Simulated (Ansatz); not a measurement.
# CH₇AlOSi (SMILES [CH3][AlH][O][SiH3]): the energy over two coordinates

How do the angle H11–Si4–H10 and the dihedral angle H5–C1–Al2–O3 shape the energy together? Both are set rigidly from the minimum, the first before the second.

Computed with Ansatz 0.2.0, Gaussian basis. Level: single points in def2-TZVPP.

Levels: PBE-D4, r2SCAN-D4, PBE0-D4, Hartree-Fock, MP2, CCSD, CCSD(T).

Cores are frozen in the correlated methods.

### Step 1. Starting geometry

SMILES `[CH3][AlH][O][SiH3]`, 11 atoms, charge 0, spin multiplicity 1.

Atoms are counted from 1 here; the program's logs count them from 0.

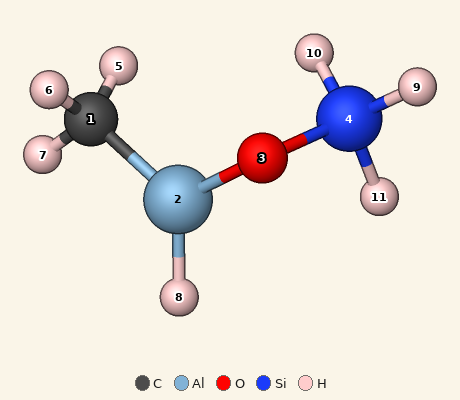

The starting geometry (carbon dark grey, aluminium light blue, oxygen red, silicon blue, hydrogen pink); atoms are numbered from 1 in the order of the file.

Geometry (Å):

```xyz
11
charge 0, multiplicity 1
C    -1.31580    1.40990   -0.46050
Al   -0.96190   -0.22260    0.52330
O     0.61630   -0.39640    1.38180
Si    1.80620   -1.04170    0.22900
H    -0.59590    1.60150   -1.27720
H    -1.35220    2.32990    0.22790
H    -2.33950    1.37490   -0.93710
H    -1.97310   -1.40210    0.53020
H     3.05790   -1.20690    0.89510
H     1.87390   -0.13440   -0.88760
H     1.24950   -2.36910   -0.20420
```

### Step 2. A first relaxation in a small basis

Input file pre/in.yaml:

```yaml
crystal:
  periodic: [false, false, false]
  atoms:
    - {symbol: C, position_ang: [-1.315800, 1.409900, -0.460500]}
    - {symbol: Al, position_ang: [-0.961900, -0.222600, 0.523300]}
    - {symbol: O, position_ang: [0.616300, -0.396400, 1.381800]}
    - {symbol: Si, position_ang: [1.806200, -1.041700, 0.229000]}
    - {symbol: H, position_ang: [-0.595900, 1.601500, -1.277200]}
    - {symbol: H, position_ang: [-1.352200, 2.329900, 0.227900]}
    - {symbol: H, position_ang: [-2.339500, 1.374900, -0.937100]}
    - {symbol: H, position_ang: [-1.973100, -1.402100, 0.530200]}
    - {symbol: H, position_ang: [3.057900, -1.206900, 0.895100]}
    - {symbol: H, position_ang: [1.873900, -0.134400, -0.887600]}
    - {symbol: H, position_ang: [1.249500, -2.369100, -0.204200]}
basis:
  gaussian: {orbitals: def2-SVP}
hamiltonian: {xc: pbe, dispersion: d4}
relax: {f_tol: 0.03, max_steps: 250}
```

The command line of these runs was not kept.

The log in pre was not kept; the run's report gives a total energy of -17656.256286 eV.

It took 10 s on 4 threads, shared host; peak memory 0.16 GiB.

Distances of close pairs at the start and the end, largest changes first:

| bond | before (Å) | after (Å) | change (Å) |
| --- | --- | --- | --- |
| O3–Si4 | 1.778 | 1.659 | -0.119 |
| Al2–O3 | 1.805 | 1.719 | -0.086 |
| Si4–H9 | 1.427 | 1.506 | +0.079 |
| Si4–H10 | 1.440 | 1.508 | +0.068 |
| Al2–H8 | 1.554 | 1.595 | +0.042 |
| C1–H6 | 1.150 | 1.112 | -0.037 |
| C1–H7 | 1.130 | 1.110 | -0.019 |
| C1–Al2 | 1.939 | 1.956 | +0.018 |

### Step 3. Relaxation at PBE0-D4

Input file relax/in.yaml:

```yaml
crystal:
  periodic: [false, false, false]
  atoms:
    - {symbol: C, position_ang: [-1.545382, 1.558289, -0.432293]}
    - {symbol: Al, position_ang: [-1.173979, -0.163410, 0.419311]}
    - {symbol: O, position_ang: [0.409156, -0.830904, 0.355084]}
    - {symbol: Si, position_ang: [1.998455, -1.242939, 0.116048]}
    - {symbol: H, position_ang: [-0.820510, 1.801631, -1.235822]}
    - {symbol: H, position_ang: [-1.489721, 2.377892, 0.317886]}
    - {symbol: H, position_ang: [-2.569179, 1.592412, -0.860617]}
    - {symbol: H, position_ang: [-2.254348, -1.024755, 1.216853]}
    - {symbol: H, position_ang: [2.778429, -1.067763, 1.392759]}
    - {symbol: H, position_ang: [2.627512, -0.377284, -0.947153]}
    - {symbol: H, position_ang: [2.104967, -2.680168, -0.321356]}
basis:
  gaussian: {orbitals: def2-TZVP}
hamiltonian: {xc: pbe0, dispersion: d4}
relax: {f_tol: 0.005, max_steps: 200}
```

The program printed, shortened:

```text
Functional definition: PBE0
  name "PBE0"
  cite "Adamo & Barone, J. Chem. Phys. 110, 6158 (1999) doi:10.1063/1.478522"
  cite "Perdew, Burke & Ernzerhof, Phys. Rev. Lett. 77, 3865 (1996) doi:10.1103/PhysRevLett.77.3865"
  parent pbe
[...]
1186 factors; their error is unknown
[...]
mean field -17666.86978282 eV, -649.2454894841 hartree, gradient 1.3e-5 eV, S^2 0.000000; 0 other end points of the search recorded, 0 dependent functions left out
[...]
reference -17666.86982150 eV, -649.2454909055 hartree; 24, 24 occupied and 154, 154 virtual orbitals, 1186 factors
[...]
Atom 3 at     1.960747    -1.220806     0.113427 Å, force     0.002557    -0.001645     0.000398 eV/Å
Atom 4 at    -0.796592     1.774165    -1.214920 Å, force    -0.000417    -0.000680     0.001115 eV/Å
Atom 5 at    -1.466963     2.345397     0.310861 Å, force    -0.000584    -0.001068    -0.000743 eV/Å
Atom 6 at    -2.521602     1.566497    -0.857005 Å, force     0.001162     0.000100     0.000082 eV/Å
Atom 7 at    -2.226467    -1.018124     1.209736 Å, force     0.001014     0.000776     0.000007 eV/Å
Atom 8 at     2.731514    -1.046571     1.374007 Å, force    -0.001024    -0.000839    -0.000921 eV/Å
Atom 9 at     2.573531    -0.359905    -0.936308 Å, force    -0.000939    -0.000099     0.000843 eV/Å
Atom 10 at     2.068088    -2.639359    -0.321451 Å, force    -0.000258     0.001236     0.000689 eV/Å
Dipole moment:    -0.133324     0.184163    -0.066550 e Å
```

Run time: 11 s. Hardware: 4 threads, shared host; peak memory 0.44 GiB.

Along the way:

| step | energy from step 1 (eV) | largest force component (eV/Å) |
| --- | --- | --- |
| 1 | 0.0000 | 0.8065 |
| 2 | -0.0529 | 0.6108 |
| 3 | -0.0658 | 0.0362 |
| 4 | -0.0659 | 0.0057 |
| 5 | -0.0659 | 0.0030 |

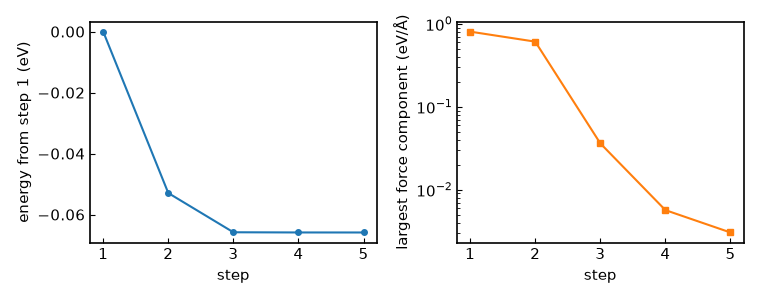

Energy and force, step by step.

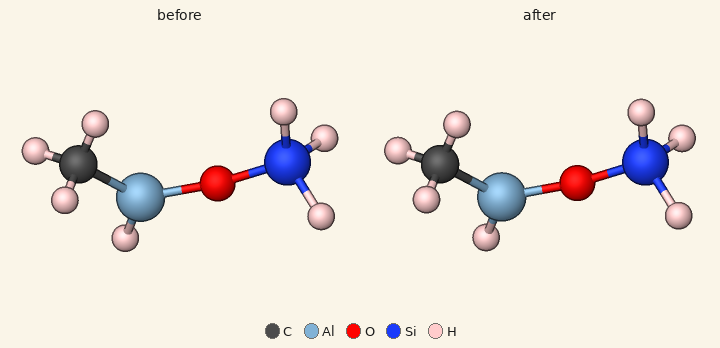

Before and after, at one scale.

Close pairs (by a distance rule), those that changed most:

| bond | before (Å) | after (Å) | change (Å) |
| --- | --- | --- | --- |
| O3–Si4 | 1.659 | 1.621 | -0.038 |
| Al2–O3 | 1.719 | 1.688 | -0.031 |
| Si4–H10 | 1.508 | 1.489 | -0.019 |
| Si4–H9 | 1.506 | 1.488 | -0.019 |
| Si4–H11 | 1.506 | 1.488 | -0.018 |
| C1–H6 | 1.112 | 1.096 | -0.016 |
| C1–H7 | 1.110 | 1.094 | -0.016 |
| C1–H5 | 1.109 | 1.093 | -0.016 |

### Step 4. The minimum at every level

Input file min-pbe-tzvpp/in.yaml:

```yaml
crystal:
  periodic: [false, false, false]
  atoms:
    - {symbol: C, position_ang: [-1.516076, 1.536831, -0.427415]}
    - {symbol: Al, position_ang: [-1.148244, -0.171860, 0.419404]}
    - {symbol: O, position_ang: [0.407464, -0.823265, 0.350362]}
    - {symbol: Si, position_ang: [1.960747, -1.220806, 0.113427]}
    - {symbol: H, position_ang: [-0.796592, 1.774165, -1.214920]}
    - {symbol: H, position_ang: [-1.466963, 2.345397, 0.310861]}
    - {symbol: H, position_ang: [-2.521602, 1.566497, -0.857005]}
    - {symbol: H, position_ang: [-2.226467, -1.018124, 1.209736]}
    - {symbol: H, position_ang: [2.731514, -1.046571, 1.374007]}
    - {symbol: H, position_ang: [2.573531, -0.359905, -0.936308]}
    - {symbol: H, position_ang: [2.068088, -2.639359, -0.321451]}
basis:
  gaussian: {orbitals: def2-TZVPP}
hamiltonian: {xc: pbe, dispersion: d4}
```

min-r2scan-tzvpp/in.yaml, as changes to min-pbe-tzvpp/in.yaml:

```diff
-hamiltonian: {xc: pbe, dispersion: d4}
+hamiltonian: {xc: r2scan, dispersion: d4}
```

min-pbe0-tzvpp/in.yaml:

```diff
-hamiltonian: {xc: pbe, dispersion: d4}
+hamiltonian: {xc: pbe0, dispersion: d4}
```

min-b3lyp-tzvpp/in.yaml:

```diff
-hamiltonian: {xc: pbe, dispersion: d4}
+hamiltonian: {xc: {name: B3LYP}, dispersion: d4}
```

min-wb97mv-tzvpp/in.yaml:

```diff
-hamiltonian: {xc: pbe, dispersion: d4}
+hamiltonian: {xc: {name: wB97M-V}}
```

min-ccsdt-tzvpp/in.yaml:

```diff
-hamiltonian: {xc: pbe, dispersion: d4}
+correlation: {method: ccsd_t}
```

Log of min-pbe-tzvpp, shortened:

```text
Functional definition: PBE
  name "PBE"
  cite "Perdew, Burke & Ernzerhof, Phys. Rev. Lett. 77, 3865 (1996) doi:10.1103/PhysRevLett.77.3865"
  parent pbe
[...]
1301 factors; their error is unknown
[...]
mean field -17665.17025715 eV, -649.1830330676 hartree, gradient 3.7e-5 eV, S^2 0.000000; 0 other end points of the search recorded, 0 dependent functions left out
reference -17665.17030849 eV, -649.1830349545 hartree; 24, 24 occupied and 220, 220 virtual orbitals, 1301 factors
Total energy: -17665.36299114 eV, -649.1901159113 hartree
```

Log of min-r2scan-tzvpp, shortened:

```text
Functional definition: r2SCAN
  name "r2SCAN"
  cite "Furness, Kaplan, Ning, Perdew & Sun, J. Phys. Chem. Lett. 11, 8208 (2020) doi:10.1021/acs.jpclett.0c02405"
  cite "Furness, Kaplan, Ning, Perdew & Sun, J. Phys. Chem. Lett. 11, 9248 (2020) doi:10.1021/acs.jpclett.0c03077"
  parent r2scan
[...]
1301 factors; their error is unknown
[...]
mean field -17674.00271335 eV, -649.5076198462 hartree, gradient 7.2e-5 eV, S^2 0.000000; 0 other end points of the search recorded, 0 dependent functions left out
reference -17674.00272925 eV, -649.5076204308 hartree; 24, 24 occupied and 220, 220 virtual orbitals, 1301 factors
Total energy: -17674.05145798 eV, -649.5094111785 hartree
```

Log of min-pbe0-tzvpp, shortened:

```text
Functional definition: PBE0
  name "PBE0"
  cite "Adamo & Barone, J. Chem. Phys. 110, 6158 (1999) doi:10.1063/1.478522"
  cite "Perdew, Burke & Ernzerhof, Phys. Rev. Lett. 77, 3865 (1996) doi:10.1103/PhysRevLett.77.3865"
  parent pbe
[...]
1335 factors; their error is unknown
[...]
mean field -17666.98349781 eV, -649.2496684330 hartree, gradient 3.5e-5 eV, S^2 0.000000; 0 other end points of the search recorded, 0 dependent functions left out
reference -17666.98353619 eV, -649.2496698436 hartree; 24, 24 occupied and 220, 220 virtual orbitals, 1335 factors
Total energy: -17667.14775898 eV, -649.2557049198 hartree
```

Log of min-b3lyp-tzvpp, shortened:

```text
Functional definition: B3LYP
  name "B3LYP"
  cite "Stephens, Devlin, Chabalowski & Frisch, J. Phys. Chem. 98, 11623 (1994) doi:10.1021/j100096a001"
  cite "Becke, Phys. Rev. A 38, 3098 (1988) doi:10.1103/PhysRevA.38.3098"
  cite "Lee, Yang & Parr, Phys. Rev. B 37, 785 (1988) doi:10.1103/PhysRevB.37.785"
  cite "Vosko, Wilk & Nusair, Can. J. Phys. 58, 1200 (1980) doi:10.1139/p80-159"
[...]
1328 factors; their error is unknown
[...]
mean field -17678.75696669 eV, -649.6823354340 hartree, gradient 7.0e-5 eV, S^2 0.000000; 0 other end points of the search recorded, 0 dependent functions left out
reference -17678.75728028 eV, -649.6823469583 hartree; 24, 24 occupied and 220, 220 virtual orbitals, 1328 factors
Total energy: -17679.06742527 eV, -649.6937445762 hartree
```

Output in min-wb97mv-tzvpp, shortened:

```text
Functional definition: wB97M-V
  name "wB97M-V"
  cite "Mardirossian & Head-Gordon, J. Chem. Phys. 144, 214110 (2016) doi:10.1063/1.4952647"
  cite "Becke, J. Chem. Phys. 107, 8554 (1997) doi:10.1063/1.475007"
  cite "Vydrov & Van Voorhis, J. Chem. Phys. 133, 244103 (2010) doi:10.1063/1.3521275"
  # Of w^i u^j: cxij and so on, Table III.
[...]
  gx(w, u) = 1 - cx + cx01*u + cx10*w
[...]
      + integral(e_c_pw_mod_opposite_spin*gos(b97_w_opposite, b97_u_opposite)) + vv10(b, c)
1307 factors; their error is unknown
328 factors; integrals over basis functions are off by at most 1.2e-5 eV
[...]
mean field -17674.63249592 eV, -649.5307639289 hartree, gradient 2.0e-5 eV, S^2 0.000000; 0 other end points of the search recorded, 0 dependent functions left out
reference -17674.63255825 eV, -649.5307662195 hartree; 24, 24 occupied and 220, 220 virtual orbitals, 1307 factors
Total energy: -17674.63255825 eV, -649.5307662195 hartree
```

Output in min-ccsdt-tzvpp, shortened:

```text
Functional definition: HF
  name "HF"
  cite "Fock, Z. Phys. 61, 126 (1930) doi:10.1007/BF01340294"
  parent pbe
[...]
1405 factors; integrals over basis functions are off by at most 1.1e-3 eV
[...]
mean field -17628.53124488 eV, -647.8365742018 hartree, gradient 5.7e-6 eV, S^2 0.000000; 0 other end points of the search recorded, 0 dependent functions left out
12 core orbitals not correlated: weight in the atoms' cores, before any rotation towards them, 1.000 or more for the frozen orbitals, at most 0.000 for the correlated occupied ones
reference -17628.53124488 eV, -647.8365742018 hartree; 12, 12 occupied and 220, 220 virtual orbitals, 1405 factors
second order -16.88482830 eV of doubles, -0.00000000 eV of singles
cycle   1  -17.57270002 eV  change   -6.9e-1 eV  update   9.3e-2
[...]
cycle   9  -18.13939995 eV  change   -1.5e-5 eV  update   1.5e-5
perturbative correction -0.60363102 eV, -0.0221830307 hartree
Total energy: -17647.27427585 eV, -648.5253678854 hartree
```

They took 1.5 s (min-pbe-tzvpp), 2.5 s (min-r2scan-tzvpp), 1.9 s (min-pbe0-tzvpp), 1.6 s (min-b3lyp-tzvpp), 4.9 s (min-wb97mv-tzvpp), 30 s (min-ccsdt-tzvpp) on 4 threads, shared host; peak memory 4.8 GiB.

At the minimum the angle H11–Si4–H10 is 108.4° and the dihedral angle H5–C1–Al2–O3 is 22.6°.

### Step 5. H11–Si4–H10 = 84.4°, H5–C1–Al2–O3 = 51.9°

Input file ccsdt-tzvpp/in.yaml:

```yaml
crystal:
  periodic: [false, false, false]
  atoms:
    - {symbol: C, position_ang: [-1.516076, 1.536831, -0.427415]}
    - {symbol: Al, position_ang: [-1.148244, -0.171860, 0.419404]}
    - {symbol: O, position_ang: [0.397299, -0.495619, 1.015892]}
    - {symbol: Si, position_ang: [1.951651, -0.549506, 1.471910]}
    - {symbol: H, position_ang: [-0.796592, 1.774165, -1.214920]}
    - {symbol: H, position_ang: [-1.466963, 2.345397, 0.310861]}
    - {symbol: H, position_ang: [-2.521602, 1.566497, -0.857005]}
    - {symbol: H, position_ang: [-2.226657, -1.312993, 0.614840]}
    - {symbol: H, position_ang: [2.056467, -0.411069, 2.949526]}
    - {symbol: H, position_ang: [2.727711, 0.553199, 0.839159]}
    - {symbol: H, position_ang: [2.923508, -1.436003, 0.777249]}
basis:
  gaussian: {orbitals: def2-TZVPP}
correlation: {method: ccsd_t}
```

The program printed, shortened:

```text
Functional definition: HF
  name "HF"
  cite "Fock, Z. Phys. 61, 126 (1930) doi:10.1007/BF01340294"
  parent pbe
[...]
1405 factors; integrals over basis functions are off by at most 1.6e-3 eV
[...]
mean field -17628.02412913 eV, -647.8179380417 hartree, gradient 5.3e-6 eV, S^2 0.000000; 0 other end points of the search recorded, 0 dependent functions left out
12 core orbitals not correlated: weight in the atoms' cores, before any rotation towards them, 1.000 or more for the frozen orbitals, at most 0.000 for the correlated occupied ones
reference -17628.02412913 eV, -647.8179380417 hartree; 12, 12 occupied and 220, 220 virtual orbitals, 1405 factors
second order -16.92864551 eV of doubles, -0.00000000 eV of singles
cycle   1  -17.61812755 eV  change   -6.9e-1 eV  update   9.4e-2
[...]
cycle   9  -18.18931564 eV  change   -1.5e-5 eV  update   1.6e-5
perturbative correction -0.60938591 eV, -0.0223945193 hartree
Total energy: -17646.82283069 eV, -648.5087775816 hartree
```

Run time: 29 s. Hardware: 4 threads, shared host; peak memory 4.8 GiB.

The other levels were run on the same coordinates; their logs were not kept, and their results stand in the tables.

### Step 6. H11–Si4–H10 = 84.4°, H5–C1–Al2–O3 = 91.9°

Input file ccsdt-tzvpp/in.yaml:

```yaml
crystal:
  periodic: [false, false, false]
  atoms:
    - {symbol: C, position_ang: [-1.516076, 1.536831, -0.427415]}
    - {symbol: Al, position_ang: [-1.148244, -0.171860, 0.419404]}
    - {symbol: O, position_ang: [-0.173758, -0.231736, 1.796399]}
    - {symbol: Si, position_ang: [0.798118, -0.004175, 3.073325]}
    - {symbol: H, position_ang: [-0.796592, 1.774165, -1.214920]}
    - {symbol: H, position_ang: [-1.466963, 2.345397, 0.310861]}
    - {symbol: H, position_ang: [-2.521602, 1.566497, -0.857005]}
    - {symbol: H, position_ang: [-1.725847, -1.554197, -0.089391]}
    - {symbol: H, position_ang: [0.028029, -0.160259, 4.336694]}
    - {symbol: H, position_ang: [1.392693, 1.361299, 3.049612]}
    - {symbol: H, position_ang: [2.213192, -0.462400, 3.050301]}
basis:
  gaussian: {orbitals: def2-TZVPP}
correlation: {method: ccsd_t}
```

The program printed, shortened:

```text
Functional definition: HF
  name "HF"
  cite "Fock, Z. Phys. 61, 126 (1930) doi:10.1007/BF01340294"
  parent pbe
[...]
1405 factors; integrals over basis functions are off by at most 1.1e-3 eV
[...]
mean field -17628.02033793 eV, -647.8177987175 hartree, gradient 5.4e-6 eV, S^2 0.000000; 0 other end points of the search recorded, 0 dependent functions left out
12 core orbitals not correlated: weight in the atoms' cores, before any rotation towards them, 1.000 or more for the frozen orbitals, at most 0.000 for the correlated occupied ones
reference -17628.02033793 eV, -647.8177987175 hartree; 12, 12 occupied and 220, 220 virtual orbitals, 1405 factors
second order -16.92963653 eV of doubles, -0.00000000 eV of singles
cycle   1  -17.61901255 eV  change   -6.9e-1 eV  update   9.4e-2
[...]
cycle   9  -18.19027376 eV  change   -1.5e-5 eV  update   1.6e-5
perturbative correction -0.60953214 eV, -0.0223998929 hartree
Total energy: -17646.82014382 eV, -648.5086788412 hartree
```

Wall time 32 s (4 threads, shared host); peak memory 4.8 GiB.

### Step 7. H11–Si4–H10 = 84.4°, H5–C1–Al2–O3 = 131.9°

Input file ccsdt-tzvpp/in.yaml:

```yaml
crystal:
  periodic: [false, false, false]
  atoms:
    - {symbol: C, position_ang: [-1.516076, 1.536831, -0.427415]}
    - {symbol: Al, position_ang: [-1.148244, -0.171860, 0.419404]}
    - {symbol: O, position_ang: [-1.126559, -0.284655, 2.103485]}
    - {symbol: Si, position_ang: [-1.144002, -0.104677, 3.714128]}
    - {symbol: H, position_ang: [-0.796592, 1.774165, -1.214920]}
    - {symbol: H, position_ang: [-1.466963, 2.345397, 0.310861]}
    - {symbol: H, position_ang: [-2.521602, 1.566497, -0.857005]}
    - {symbol: H, position_ang: [-0.876350, -1.512877, -0.375013]}
    - {symbol: H, position_ang: [-2.380602, -0.705502, 4.282749]}
    - {symbol: H, position_ang: [-1.106514, 1.337081, 4.086322]}
    - {symbol: H, position_ang: [0.110746, -0.192373, 4.508390]}
basis:
  gaussian: {orbitals: def2-TZVPP}
correlation: {method: ccsd_t}
```

The program printed, shortened:

```text
Functional definition: HF
  name "HF"
  cite "Fock, Z. Phys. 61, 126 (1930) doi:10.1007/BF01340294"
  parent pbe
[...]
1405 factors; integrals over basis functions are off by at most 1.2e-3 eV
[...]
mean field -17628.02078655 eV, -647.8178152041 hartree, gradient 5.5e-6 eV, S^2 0.000000; 0 other end points of the search recorded, 0 dependent functions left out
12 core orbitals not correlated: weight in the atoms' cores, before any rotation towards them, 1.000 or more for the frozen orbitals, at most 0.000 for the correlated occupied ones
reference -17628.02078655 eV, -647.8178152041 hartree; 12, 12 occupied and 220, 220 virtual orbitals, 1405 factors
second order -16.93009261 eV of doubles, -0.00000000 eV of singles
cycle   1  -17.61942288 eV  change   -6.9e-1 eV  update   9.4e-2
[...]
cycle   9  -18.19065556 eV  change   -1.5e-5 eV  update   1.5e-5
perturbative correction -0.60960554 eV, -0.0224025904 hartree
Total energy: -17646.82104765 eV, -648.5087120562 hartree
```

Wall time 31 s (4 threads, shared host); peak memory 4.8 GiB.

### Step 8. H11–Si4–H10 = 96.4°, H5–C1–Al2–O3 = 51.9°

Input file ccsdt-tzvpp/in.yaml:

```yaml
crystal:
  periodic: [false, false, false]
  atoms:
    - {symbol: C, position_ang: [-1.516076, 1.536831, -0.427415]}
    - {symbol: Al, position_ang: [-1.148244, -0.171860, 0.419404]}
    - {symbol: O, position_ang: [0.397299, -0.495619, 1.015892]}
    - {symbol: Si, position_ang: [1.951651, -0.549506, 1.471910]}
    - {symbol: H, position_ang: [-0.796592, 1.774165, -1.214920]}
    - {symbol: H, position_ang: [-1.466963, 2.345397, 0.310861]}
    - {symbol: H, position_ang: [-2.521602, 1.566497, -0.857005]}
    - {symbol: H, position_ang: [-2.226657, -1.312993, 0.614840]}
    - {symbol: H, position_ang: [2.056467, -0.411069, 2.949526]}
    - {symbol: H, position_ang: [2.727711, 0.553199, 0.839159]}
    - {symbol: H, position_ang: [2.760165, -1.664773, 0.910286]}
basis:
  gaussian: {orbitals: def2-TZVPP}
correlation: {method: ccsd_t}
```

The program printed, shortened:

```text
Functional definition: HF
  name "HF"
  cite "Fock, Z. Phys. 61, 126 (1930) doi:10.1007/BF01340294"
  parent pbe
[...]
1405 factors; integrals over basis functions are off by at most 1.6e-3 eV
[...]
mean field -17628.40720952 eV, -647.8320159862 hartree, gradient 5.2e-6 eV, S^2 0.000000; 0 other end points of the search recorded, 0 dependent functions left out
12 core orbitals not correlated: weight in the atoms' cores, before any rotation towards them, 1.000 or more for the frozen orbitals, at most 0.000 for the correlated occupied ones
reference -17628.40720952 eV, -647.8320159862 hartree; 12, 12 occupied and 220, 220 virtual orbitals, 1405 factors
second order -16.89450898 eV of doubles, -0.00000000 eV of singles
cycle   1  -17.58339052 eV  change   -6.9e-1 eV  update   9.3e-2
[...]
cycle   9  -18.15091125 eV  change   -1.5e-5 eV  update   1.5e-5
perturbative correction -0.60481661 eV, -0.0222266004 hartree
Total energy: -17647.16293738 eV, -648.5212762719 hartree
```

Wall time 28 s (4 threads, shared host); peak memory 4.8 GiB.

### Step 9. H11–Si4–H10 = 96.4°, H5–C1–Al2–O3 = 91.9°

Input file ccsdt-tzvpp/in.yaml:

```yaml
crystal:
  periodic: [false, false, false]
  atoms:
    - {symbol: C, position_ang: [-1.516076, 1.536831, -0.427415]}
    - {symbol: Al, position_ang: [-1.148244, -0.171860, 0.419404]}
    - {symbol: O, position_ang: [-0.173758, -0.231736, 1.796399]}
    - {symbol: Si, position_ang: [0.798118, -0.004175, 3.073325]}
    - {symbol: H, position_ang: [-0.796592, 1.774165, -1.214920]}
    - {symbol: H, position_ang: [-1.466963, 2.345397, 0.310861]}
    - {symbol: H, position_ang: [-2.521602, 1.566497, -0.857005]}
    - {symbol: H, position_ang: [-1.725847, -1.554197, -0.089391]}
    - {symbol: H, position_ang: [0.028029, -0.160259, 4.336694]}
    - {symbol: H, position_ang: [1.392693, 1.361299, 3.049612]}
    - {symbol: H, position_ang: [2.087063, -0.746623, 3.055282]}
basis:
  gaussian: {orbitals: def2-TZVPP}
correlation: {method: ccsd_t}
```

The program printed, shortened:

```text
Functional definition: HF
  name "HF"
  cite "Fock, Z. Phys. 61, 126 (1930) doi:10.1007/BF01340294"
  parent pbe
[...]
1405 factors; integrals over basis functions are off by at most 1.1e-3 eV
[...]
mean field -17628.40321280 eV, -647.8318691095 hartree, gradient 5.3e-6 eV, S^2 0.000000; 0 other end points of the search recorded, 0 dependent functions left out
12 core orbitals not correlated: weight in the atoms' cores, before any rotation towards them, 1.000 or more for the frozen orbitals, at most 0.000 for the correlated occupied ones
reference -17628.40321280 eV, -647.8318691095 hartree; 12, 12 occupied and 220, 220 virtual orbitals, 1405 factors
second order -16.89544514 eV of doubles, -0.00000000 eV of singles
cycle   1  -17.58425076 eV  change   -6.9e-1 eV  update   9.4e-2
[...]
cycle   9  -18.15184469 eV  change   -1.4e-5 eV  update   1.5e-5
perturbative correction -0.60495528 eV, -0.0222316966 hartree
Total energy: -17647.16001277 eV, -648.5211687948 hartree
```

Run time: 29 s. Hardware: 4 threads, shared host; peak memory 4.8 GiB.

(Part 1 of 2 ends here.)
